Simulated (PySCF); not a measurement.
SMILES [Cl][Hg][Cl] at its CAM-B3LYP/def2-SVP optimised geometry (Å):

```
3

Hg     0.0000     0.0003     0.0000
Cl     2.2822     0.0003     0.0000
Cl    -2.2822    -0.0003     0.0003
```

Computed with CAM-B3LYP/def2-TZVP, def2 effective core potentials past Kr (PySCF 2.14.0). The core electrons that the potentials of Hg replace are not part of the density. Cells within 0.4 Å of a nucleus heavier than hydrogen are left out (blank, or x).

Map of the LUMO amplitude (bohr^(-3/2)) on the plane z = 0.0 Å; orbital energy -1.47 eV, overall sign arbitrary:

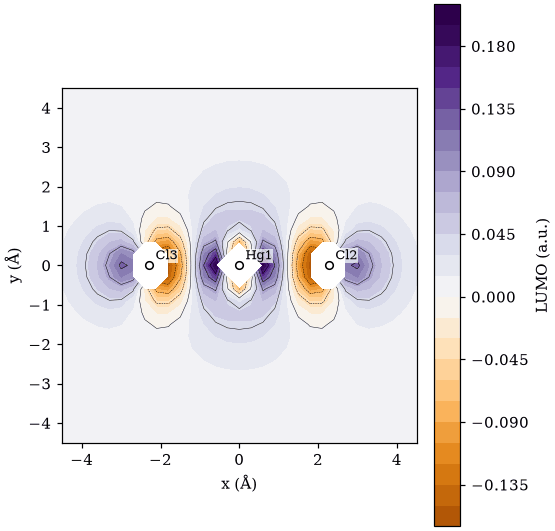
Fig. 1. LUMO amplitude (bohr^(-3/2)) on the plane z = 0.0 Å.
